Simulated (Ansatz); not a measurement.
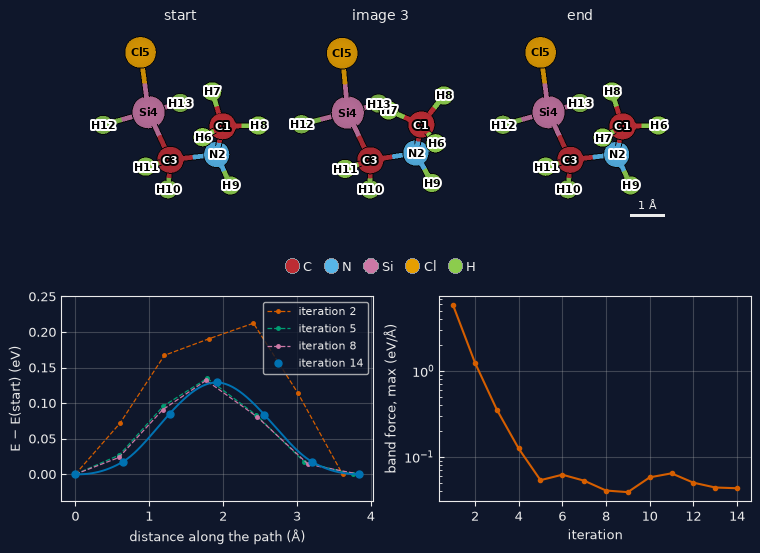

NEB run on C2H8ClNSi. Images are numbered from 0 (start) to 6 (end). The plot follows the band through its iterations. Style: ball-and-stick. Shown from a free direction.

Level of theory: Ansatz 0.2.0, RKS PBE-D4/def2-SVP. Settings: 5 movable images; climbing image; force threshold 0.05 eV/Å; iteration limit 60; starting path through a guess of the saddle point.

Q: Judge this run.

A: The result is final at these settings. The band converged in 14 iterations. The largest component of the band force went from 5.8 to 0.043 eV/Å. The climbing image converged on the top of the path. Its vibrational analysis gives one imaginary mode (245i cm⁻¹), as a transition state must have. The first iteration put the highest image at 1.521 eV. The barrier is about 0.129 eV in both directions, with image 3 at the top; the ends have the same energy.

Cost: 2.1 min on 2 threads of Arm Neoverse V2 (shared host), peak memory 0.16 GiB.
